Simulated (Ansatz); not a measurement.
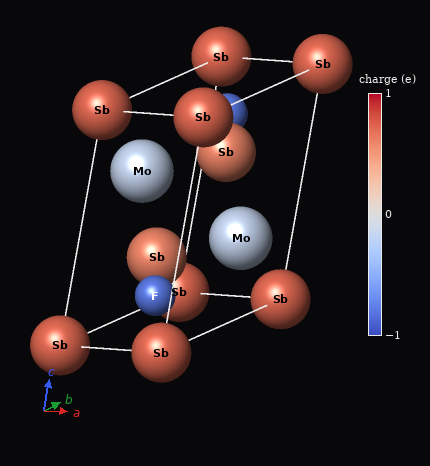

We look at a spheres-only model of the crystal slightly off an axis. The wireframe shows the simulation cell. The atoms of this Sb$_{3}$Mo$_{2}$F$_{2}$ cell are coloured by their Bader charge.

Run with DFT, PAW plane waves, PBE+U in Ansatz 0.2.0 and these settings: 420 eV cutoff, a 7×7×4 grid in reciprocal space, Fermi-Dirac smearing of 0.1 eV, U_eff = 3.60 eV on Mo d, no spin polarisation. The pressure of the cell is 60 GPa.

> Describe the charge distribution among the elements.

Most positive: Sb; most negative: F. Charges: about Sb +0.6 to +0.7 e; Mo -0.2 e; F -0.8 e.

The model is a generated cell, made by putting these elements into a known structure type (the compound may or may not exist in this form); its atoms and cell weren't optimised. It was run through Ansatz as a DFT input.

At this level of theory the cell isn't at rest (compressed, at 60 GPa and forces up to 8.7 eV/Å), so its distances can differ from those at equilibrium, the more so the softer the solid.
